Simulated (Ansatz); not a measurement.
# BH (triplet): the correlation ladder at distance B1–H2 = 1.194 Å, cc-pVQZ

Aim: climb from Hartree-Fock through coupled cluster and multireference methods for BH (triplet) at one geometry and basis, and see what each rung misses.

Method: cc-pVQZ, core rule «outside noble gas», up to 1 orbitals frozen; program: Ansatz 0.2.0, Gaussian basis.

Plan: UHF; CCSD(T) on ROHF; CCSD(T) on UHF; BCCD(T) on ROHF; CCSDT(Q) on ROHF; CCSDT(Q) on UHF; CASSCF and NEVPT2, 4 electrons in 5 orbitals; Full CI.

17 further runs of the same task are left out: 10 that didn't finish, 7 set aside as unsound or not needed.

### Step 1. The system

The geometry derives from a PBE0/def2-TZVP stationary point (not a proven minimum). One bond is set to the value named and the two fragments are kept rigid.

2 atoms, charge 0, spin multiplicity 3.

Atoms are counted from 1 here; the program's logs count them from 0.

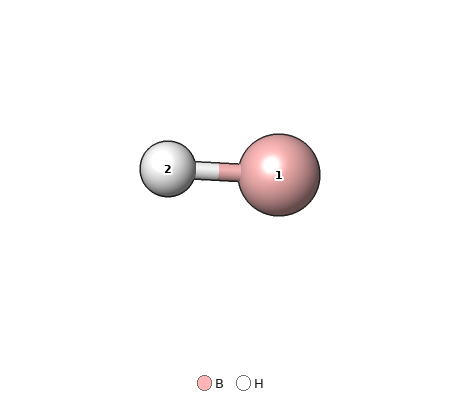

The geometry (boron pink, hydrogen white); atoms are numbered from 1 in the order of the file.

In the tables R marks a restricted open-shell determinant and U an unrestricted one; 'valence' is the active space of 4 electrons in 5 orbitals; energies count from the table's Hartree-Fock row.

### Step 2. UHF

The input, in.yaml:

```yaml
crystal:
  periodic: [false, false, false]
  atoms:
    - {symbol: B, position_ang: [0.000000, 0.000000, 0.000000]}
    - {symbol: H, position_ang: [0.000000, 0.000000, 1.194000]}
basis:
  gaussian: {orbitals: cc-pVQZ}
magnetization: {spin_polarized: true, initial_magnetization: 2}
hamiltonian: {xc: hf}
output: {orbitals: {seedname: orbitals}}
```

The run is started by

```sh
> ansatz run in.yaml --threads 1 --pin off --events-out ev --progress --plain --max-ram 2393MiB
```

The log of the run:

```text
Functional definition: HF
  name "HF"
  cite "Fock, Z. Phys. 61, 126 (1930) doi:10.1007/BF01340294"
  parent pbe
  exchange = exact_x
  correlation = 0
280 factors; their error is unknown
mean field evaluation 1: about -682.4811 eV, gradient 7.3e0 eV
mean field evaluation 2: about -683.2073 eV, gradient 3.4e0 eV
mean field evaluation 4: about -683.4862 eV, gradient 6.0e-1 eV
mean field evaluation 8: about -683.4953 eV, gradient 7.7e-2 eV
mean field evaluation 16: about -683.2068 eV, gradient 3.4e0 eV
mean field -683.49536303 eV, -25.1179913015 hartree, gradient 2.5e-5 eV, S^2 2.002708; 0 other end points of the search recorded, 0 dependent functions left out
reference -683.49536303 eV, -25.1179913015 hartree; 4, 2 occupied and 81, 83 virtual orbitals, 280 factors
Total energy: -683.49536303 eV, -25.1179913015 hartree
```

Run time: 0.3 s. Hardware: 1 thread of Arm Neoverse N1, shared host.

From the report: ⟨S²⟩ of the determinant 2.003 (pure triplet: 2.00).

### Step 3. CCSD(T) on ROHF

The input, in.yaml:

```yaml
crystal:
  periodic: [false, false, false]
  atoms:
    - {symbol: B, position_ang: [0.000000, 0.000000, 0.000000]}
    - {symbol: H, position_ang: [0.000000, 0.000000, 1.194000]}
basis:
  gaussian: {orbitals: cc-pVQZ}
magnetization: {spin_polarized: false, initial_magnetization: 2}
correlation: {method: ccsd_t, electrons: outside_noble_gas}
output: {forces: true}
```

Launched as before.

The log of the run, shortened:

```text
Functional definition: HF
  name "HF"
  cite "Fock, Z. Phys. 61, 126 (1930) doi:10.1007/BF01340294"
  parent pbe
[...]
506 factors; integrals over basis functions are off by at most 8.9e-4 eV
[...]
mean field -683.46142966 eV, -25.1167442732 hartree, gradient 3.9e-6 eV, S^2 2.000000; 2 other end points of the search recorded, 0 dependent functions left out
1 core orbitals not correlated: weight in the atoms' cores, before any rotation towards them, 1.000 or more for the frozen orbitals, at most 0.000 for the correlated occupied ones
reference -683.46142966 eV, -25.1167442732 hartree; 3, 1 occupied and 81, 83 virtual orbitals, 506 factors
second order -1.47124308 eV of doubles, -0.02356851 eV of singles
cycle   1  -1.72815383 eV  change   -2.3e-1 eV  update   4.0e-2
[...]
cycle  10  -1.85466232 eV  change   -1.2e-6 eV  update   1.8e-6
perturbative correction -0.04265049 eV, -0.0015673766 hartree
[...]
Total energy: -685.35874247 eV, -25.1864692330 hartree
Atom 0 at     0.000000     0.000000     0.000000 Å, force    -0.000000    -0.000000     0.051061 eV/Å
Atom 1 at     0.000000     0.000000     1.194000 Å, force    -0.000000     0.000000    -0.051061 eV/Å
Dipole moment:     0.000000     0.000000     0.046225 e Å
```

It took 20 s on 1 thread of Arm Neoverse N1, shared host; peak memory 0.61 GiB.

From the report: correlation -1.8973 eV; T1 0.023; largest double amplitude 0.04.

### Step 4. CCSD(T) on UHF

Changes to in.yaml since step 3:

```diff
@@ -7,3 +7,3 @@
   gaussian: {orbitals: cc-pVQZ}
-magnetization: {spin_polarized: false, initial_magnetization: 2}
+magnetization: {spin_polarized: true, initial_magnetization: 2}
 correlation: {method: ccsd_t, electrons: outside_noble_gas}
```

Same command.

The log of the run, shortened:

```text
Functional definition: HF
  name "HF"
  cite "Fock, Z. Phys. 61, 126 (1930) doi:10.1007/BF01340294"
  parent pbe
[...]
506 factors; integrals over basis functions are off by at most 8.9e-4 eV
[...]
mean field -683.49537326 eV, -25.1179916775 hartree, gradient 2.8e-6 eV, S^2 2.002708; 2 other end points of the search recorded, 0 dependent functions left out
1 core orbitals not correlated: weight in the atoms' cores, before any rotation towards them, 1.000 or more for the frozen orbitals, at most 0.000 for the correlated occupied ones
reference -683.49537326 eV, -25.1179916775 hartree; 3, 1 occupied and 81, 83 virtual orbitals, 506 factors
second order -1.46374868 eV of doubles, -0.00000000 eV of singles
cycle   1  -1.69595232 eV  change   -2.3e-1 eV  update   3.9e-2
[...]
cycle  11  -1.82199348 eV  change    2.0e-8 eV  update   6.2e-7
perturbative correction -0.04210513 eV, -0.0015473351 hartree
[...]
Total energy: -685.35947188 eV, -25.1864960381 hartree
Atom 0 at     0.000000     0.000000     0.000000 Å, force    -0.000000     0.000000     0.050621 eV/Å
Atom 1 at     0.000000     0.000000     1.194000 Å, force     0.000000    -0.000000    -0.050621 eV/Å
Dipole moment:     0.000000    -0.000000     0.046263 e Å
```

It took 20 s on 1 thread of Arm Neoverse N1, shared host; peak memory 0.61 GiB.

From the report: ⟨S²⟩ of the determinant 2.003 (pure triplet: 2.00); correlation -1.8641 eV; T1 0.019; largest double amplitude 0.04.

### Step 5. BCCD(T) on ROHF

The input, in.yaml:

```yaml
crystal:
  periodic: [false, false, false]
  atoms:
    - {symbol: B, position_ang: [0.000000, 0.000000, 0.000000]}
    - {symbol: H, position_ang: [0.000000, 0.000000, 1.194000]}
basis:
  gaussian: {orbitals: cc-pVQZ}
magnetization: {spin_polarized: false, initial_magnetization: 2}
correlation: {method: bccd_t, electrons: outside_noble_gas}
```

Same command.

The log of the run, shortened:

```text
Functional definition: HF
  name "HF"
  cite "Fock, Z. Phys. 61, 126 (1930) doi:10.1007/BF01340294"
  parent pbe
[...]
506 factors; integrals over basis functions are off by at most 8.9e-4 eV
[...]
mean field -683.46142966 eV, -25.1167442732 hartree, gradient 3.9e-6 eV, S^2 2.000000; 2 other end points of the search recorded, 0 dependent functions left out
1 core orbitals not correlated: weight in the atoms' cores, before any rotation towards them, 1.000 or more for the frozen orbitals, at most 0.000 for the correlated occupied ones
reference -683.46142966 eV, -25.1167442732 hartree; 3, 1 occupied and 81, 83 virtual orbitals, 506 factors
second order -1.47124308 eV of doubles, -0.02356851 eV of singles
cycle   1  -1.73466439 eV  change   -2.4e-1 eV  update   4.0e-2
[...]
cycle  10  -1.85429252 eV  change   -8.2e-7 eV  update   2.2e-6
perturbative correction -0.04324901 eV, -0.0015893718 hartree
Total energy: -685.35897119 eV, -25.1864776382 hartree
```

Wall time 4.8 s (1 thread of Arm Neoverse N1, shared host); peak memory 0.4 GiB.

From the report: correlation -1.8975 eV; largest double amplitude 0.04.

### Step 6. CCSDT(Q) on ROHF

Changes to in.yaml since step 5:

```diff
@@ -8,2 +8,2 @@
 magnetization: {spin_polarized: false, initial_magnetization: 2}
-correlation: {method: bccd_t, electrons: outside_noble_gas}
+correlation: {method: ccsdt_q, electrons: outside_noble_gas}
```

The command is unchanged.

The log of the run, shortened:

```text
Functional definition: HF
  name "HF"
  cite "Fock, Z. Phys. 61, 126 (1930) doi:10.1007/BF01340294"
  parent pbe
[...]
973 factors; integrals over basis functions are off by at most 1.7e-7 eV
[...]
mean field -683.46142978 eV, -25.1167442777 hartree, gradient 7.5e-6 eV, S^2 2.000000; 2 other end points of the search recorded, 0 dependent functions left out
1 core orbitals not correlated: weight in the atoms' cores, before any rotation towards them, 1.000 or more for the frozen orbitals, at most 0.000 for the correlated occupied ones
reference -683.46142978 eV, -25.1167442777 hartree; 3, 1 occupied and 81, 83 virtual orbitals, 973 factors
second order -1.47124572 eV of doubles, -0.02356853 eV of singles
cycle   1  -1.72815141 eV  change   -2.3e-1 eV  update   4.2e-2
[...]
cycle  14  -1.90843107 eV  change    9.3e-8 eV  update   8.5e-8
perturbative correction -0.00046995 eV, -0.0000172704 hartree
Total energy: -685.37033081 eV, -25.1868950964 hartree
```

Wall time 88 s (1 thread of Arm Neoverse N1, shared host); peak memory 0.96 GiB.

From the report: correlation -1.9089 eV; T1 0.025; largest double amplitude 0.05.

### Step 7. CCSDT(Q) on UHF

Changes to in.yaml since step 6:

```diff
@@ -7,3 +7,3 @@
   gaussian: {orbitals: cc-pVQZ}
-magnetization: {spin_polarized: false, initial_magnetization: 2}
+magnetization: {spin_polarized: true, initial_magnetization: 2}
 correlation: {method: ccsdt_q, electrons: outside_noble_gas}
```

The command is unchanged.

The log of the run, shortened:

```text
Functional definition: HF
  name "HF"
  cite "Fock, Z. Phys. 61, 126 (1930) doi:10.1007/BF01340294"
  parent pbe
[...]
973 factors; integrals over basis functions are off by at most 1.7e-7 eV
[...]
mean field -683.49537341 eV, -25.1179916830 hartree, gradient 2.7e-6 eV, S^2 2.002708; 2 other end points of the search recorded, 0 dependent functions left out
1 core orbitals not correlated: weight in the atoms' cores, before any rotation towards them, 1.000 or more for the frozen orbitals, at most 0.000 for the correlated occupied ones
reference -683.49537341 eV, -25.1179916830 hartree; 3, 1 occupied and 81, 83 virtual orbitals, 973 factors
second order -1.46375128 eV of doubles, -0.00000000 eV of singles
cycle   1  -1.69594984 eV  change   -2.3e-1 eV  update   4.2e-2
[...]
cycle  14  -1.87522213 eV  change    1.3e-7 eV  update   8.7e-8
perturbative correction -0.00047487 eV, -0.0000174513 hartree
Total energy: -685.37107042 eV, -25.1869222766 hartree
```

Wall time 87 s (1 thread of Arm Neoverse N1, shared host); peak memory 0.95 GiB.

From the report: ⟨S²⟩ of the determinant 2.003 (pure triplet: 2.00); correlation -1.8757 eV; T1 0.021; largest double amplitude 0.05.

### Step 8. CASSCF and NEVPT2, 4 electrons in 5 orbitals

The input, in.yaml:

```yaml
crystal:
  periodic: [false, false, false]
  atoms:
    - {symbol: B, position_ang: [0.000000, 0.000000, 0.000000]}
    - {symbol: H, position_ang: [0.000000, 0.000000, 1.194000]}
basis:
  gaussian: {orbitals: cc-pVQZ}
magnetization: {spin_polarized: false, initial_magnetization: 2}
correlation: {method: sc_nevpt2, electrons: outside_noble_gas, active_space: {window: {electrons: 4, orbitals: 5}, shells: [{species: B, l: s, shell: 2}, {species: B, l: p, shell: 2}, {species: H, l: s, shell: 1}]}}
```

Launched as before.

The log of the run:

```text
Functional definition: HF
  name "HF"
  cite "Fock, Z. Phys. 61, 126 (1930) doi:10.1007/BF01340294"
  parent pbe
  exchange = exact_x
  correlation = 0
973 factors; integrals over basis functions are off by at most 1.7e-7 eV
mean field evaluation 1: about -682.1337 eV, gradient 7.6e0 eV
mean field evaluation 2: about -682.1339 eV, gradient 7.6e0 eV
mean field evaluation 4: about -683.4212 eV, gradient 1.4e0 eV
mean field evaluation 8: about -683.4614 eV, gradient 1.4e-4 eV
mean field evaluation 16: about -683.4614 eV, gradient 1.2e-4 eV
mean field -683.46142978 eV, -25.1167442777 hartree, gradient 7.5e-6 eV, S^2 2.000000; 2 other end points of the search recorded, 0 dependent functions left out
reference -683.46142978 eV, -25.1167442777 hartree; 4, 2 occupied and 81, 83 virtual orbitals, 973 factors
state -684.09194384 eV, -25.1399152418 hartree
state -684.09194384 eV, -25.1399152418 hartree; corrected -684.99894165 eV, -25.1732467967 hartree
Total energy: -684.99894165 eV, -25.1732467967 hartree
Checks for a lower state left out: starts, orbital_swaps
```

Run time: 2.6 s. Hardware: 1 thread of Arm Neoverse N1, shared host.

From the report: 24 determinants; active occupations 1.97, 1.00, 1.00, 0.02, 0.01.

### Step 9. Full CI

The input, in.yaml:

```yaml
crystal:
  periodic: [false, false, false]
  atoms:
    - {symbol: B, position_ang: [0.000000, 0.000000, 0.000000]}
    - {symbol: H, position_ang: [0.000000, 0.000000, 1.194000]}
basis:
  gaussian: {orbitals: cc-pVQZ}
magnetization: {spin_polarized: false, initial_magnetization: 2}
correlation: {method: fci, electrons: outside_noble_gas}
```

The command is unchanged.

The log of the run:

```text
Functional definition: HF
  name "HF"
  cite "Fock, Z. Phys. 61, 126 (1930) doi:10.1007/BF01340294"
  parent pbe
  exchange = exact_x
  correlation = 0
973 factors; integrals over basis functions are off by at most 1.7e-7 eV
mean field evaluation 1: about -682.1337 eV, gradient 7.6e0 eV
mean field evaluation 2: about -682.1339 eV, gradient 7.6e0 eV
mean field evaluation 4: about -683.4212 eV, gradient 1.4e0 eV
mean field evaluation 8: about -683.4614 eV, gradient 1.4e-4 eV
mean field evaluation 16: about -683.4614 eV, gradient 1.2e-4 eV
mean field -683.46142978 eV, -25.1167442777 hartree, gradient 7.5e-6 eV, S^2 2.000000; 2 other end points of the search recorded, 0 dependent functions left out
mean field evaluation 32: about -683.4954 eV, gradient 2.2e-4 eV
1 core orbitals not correlated: weight in the atoms' cores, before any rotation towards them, 1.000 or more for the frozen orbitals, at most 0.000 for the correlated occupied ones
reference -683.46142978 eV, -25.1167442777 hartree; 3, 1 occupied and 81, 83 virtual orbitals, 973 factors
state -685.37026153 eV, -25.1868925508 hartree
Total energy: -685.37026153 eV, -25.1868925508 hartree
```

Run time: 73 s. Hardware: 1 thread of Arm Neoverse N1, shared host; peak memory 0.58 GiB.

From the report: 3,037,760 determinants, symmetry B1.

### Step 10. Natural occupations

Natural occupations of the FCI state about the gap (report; correlated orbitals 1 to 10): 1.946, 0.990, 0.988, 0.019, 0.018, 0.007, 0.007, 0.005, 0.004, 0.004. The count of effectively unpaired electrons, Σ n²(2 − n)², is 2.01; a single determinant of this spin has 2.

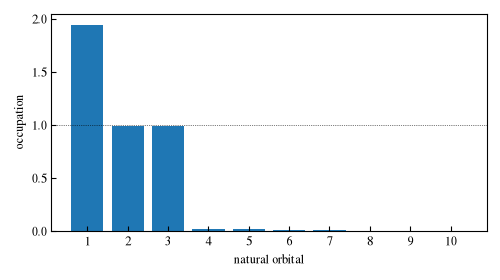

Natural occupations of the FCI state.

### Step 11. Misses and costs

The yardstick is full CI for this spin, exact in this basis with these frozen cores. Rows without a time come out of other runs: HF, MP2 and CCSD of CCSD(T), CCSDT of CCSDT(Q), CASSCF and MRCISD of the multireference runs. The times of RCCSD(T), UCCSD(T) include forces.

Differences are taken before rounding.

```
        method  energy from the lowest RHF (meV)  from FCI (meV)   time
           RHF                               0.0         +1908.8       
           UHF                             -33.9         +1874.9       
          RMP2                           -1494.8          +414.0       
          UMP2                           -1497.7          +411.1       
         RCCSD                           -1854.7           +54.2       
         UCCSD                           -1855.9           +52.9       
      RCCSD(T)                           -1897.3           +11.5   20 s
      UCCSD(T)                           -1898.0           +10.8   20 s
       BCCD(T)                           -1897.5           +11.3  4.8 s
        RCCSDT                           -1908.4            +0.4       
        UCCSDT                           -1909.2            -0.3       
     RCCSDT(Q)                           -1908.9            -0.1   88 s
     UCCSDT(Q)                           -1909.6            -0.8   87 s
CASSCF valence                            -630.5         +1278.3       
NEVPT2 valence                           -1537.5          +371.3  2.6 s
           FCI                           -1908.8               0   73 s
```

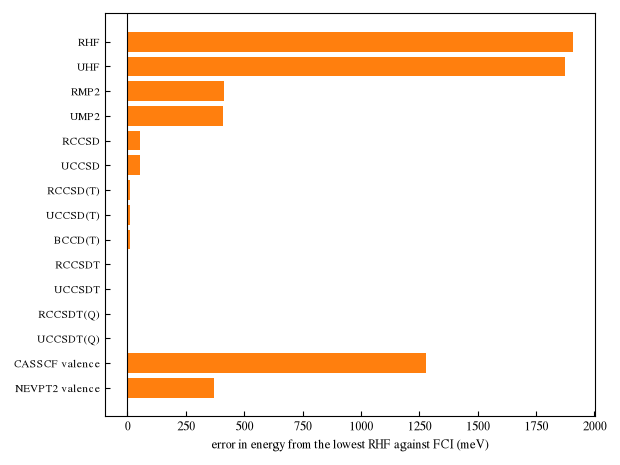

How far each level lands from FCI.

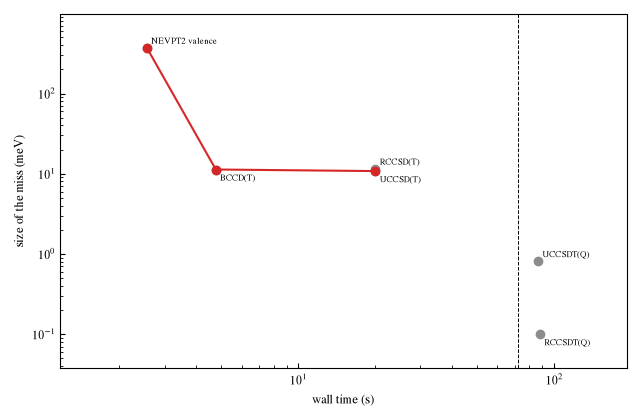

Miss against cost. Red marks the levels that no quicker level drawn beats (of those quicker than the yardstick), and the dashed line is the time of FCI. Misses under 0.1 meV are drawn at that value. Times are from a shared host.

### Step 12. What came out

```
                         quantity                                                              value
         FCI below the RHF energy                                                         -1.9088 eV
                    RMP2 from FCI                                                         +414.0 meV
                    UMP2 from FCI                                                         +411.1 meV
                   RCCSD from FCI                                                          +54.2 meV
                RCCSD(T) from FCI                                                          +11.5 meV
                UCCSD(T) from FCI                                                          +10.8 meV
               RCCSDT(Q) from FCI                                                           -0.1 meV
               UCCSDT(Q) from FCI                                                           -0.8 meV
          NEVPT2 valence from FCI                                                         +371.3 meV
levels within 1 kcal/mol (43 meV)  RCCSD(T), UCCSD(T), BCCD(T), RCCSDT, UCCSDT, RCCSDT(Q), UCCSDT(Q)
                    T1 diagnostic                                                              0.023
   effectively unpaired electrons                                                               2.01
```

RCCSD(T) lands +11.5 meV from the yardstick (0.6 % of the correlation energy). One determinant dominates. These misses are within one basis, not against nature; the frozen cores of restricted and unrestricted runs differ, which can shift their rows.

UCCSD(T) reaches 10.8 meV from the reference in 20 s, where FCI took 73 s; the quickest level in the cost chart, NEVPT2 valence, takes 2.6 s and misses by 371.3 meV.
